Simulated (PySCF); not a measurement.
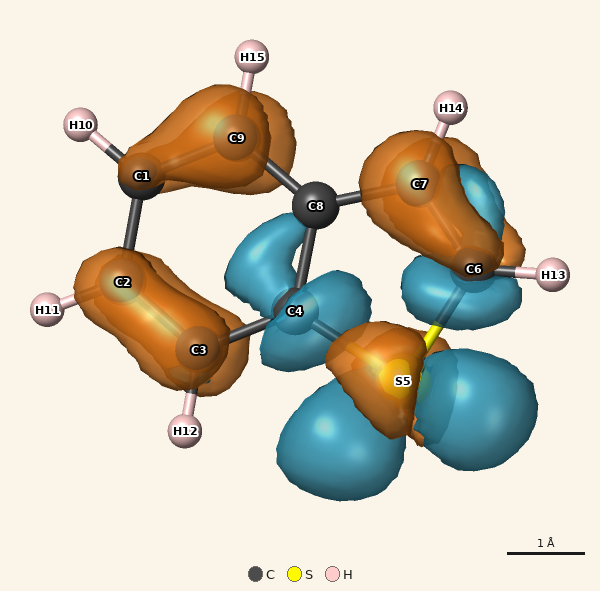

Figure. C8H6S, SMILES `c1ccc2sccc2c1`. Unrelaxed difference density of S₃ less the ground state (full linear response singlet states), ±0.02 e/Å³; light blue: gain, orange: loss.

Level of theory: PBE/cc-pVDZ (PySCF), at a geometry from GFN2-xTB. No frequency check shows the geometry to be a minimum. GFN2-xTB bond lengths at metals and heavier atoms can be off by up to 0.1 Å and shapes distorted, which carries into these values. Without diffuse functions Rydberg states are missing, so the states' numbers hold for this basis only.

Cartesian coordinates (Å):

```
C1       2.4813   -0.4967    0.0000
C2       2.2856    0.8845    0.0000
C3       1.0138    1.4188    0.0000
C4      -0.0647    0.5475    0.0000
S5      -1.7542    0.9692    0.0000
C6      -2.1933   -0.7070    0.0000
C7      -1.1349   -1.5422    0.0000
C8       0.1132   -0.8494    0.0000
C9       1.4112   -1.3628    0.0000
H10      3.4881   -0.8875    0.0000
H11      3.1410    1.5432    0.0000
H12      0.8546    2.4861    0.0000
H13     -3.2360   -0.9593    0.0000
H14     -1.2158   -2.6147    0.0000
H15      1.5618   -2.4322    0.0000
```

How does the charge move on excitation?

Answer. 0.79 e is displaced in all, of which about 0.5 e passes between atoms: C7 (0.13 e) and C9 (0.12 e) lose electrons and S5 (0.27 e) and C4 (0.09 e) gain them. The state: 5.29 eV (234 nm), f = 0.000 (dark), π → σ*; the leading pair carries 100 %; hole on S5 (24 %), C7 (16 %) and C9 (13 %), electron on S5 (51 %), C4 and C6 (12 % each) and H12 (5 %); their centroids lie 1.4 Å apart.
